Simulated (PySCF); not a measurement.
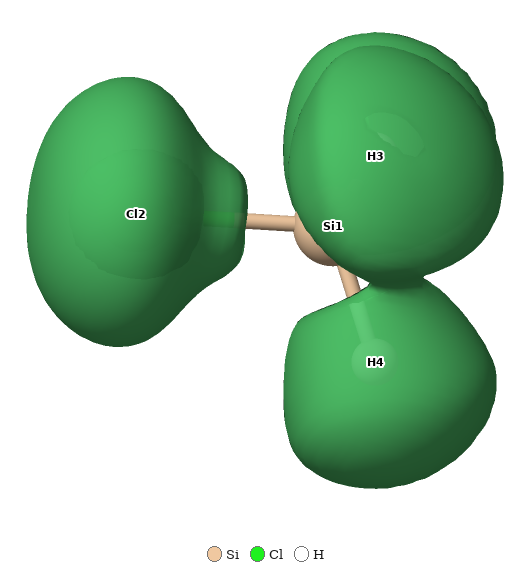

*ClH₂Si (SMILES [SiH2]Cl) (doublet). Isosurface of the electron localisation function at 0.75 (green), seen at a tilt. Only the valence region is drawn (cores and ρ < 0.01 e/Å³ removed).*

Geometry: GFN2-xTB.

These are results of UKS B3LYP, pcH-1 on Cl H Si, non-relativistic, mean-field spin-orbit, GIAO in PySCF 2.14.0, density-fitted response routines, not measurements.

What do the ELF domains correspond to?

Answer. The ELF exceeds this value in one region on Cl in which the atom's valence shell and bonds are merged and one joined region spread over several atoms (H, Si), in which their bonds and any lone pairs are merged. Profiles from the grid: Si–Cl (2.02 Å): the ELF peaks at about 0.85 between the atoms, as expected for a polar covalent bond. Si–H (1.45 Å): the ELF climbs to about 1 towards the hydrogen, as it does in any bond to H.
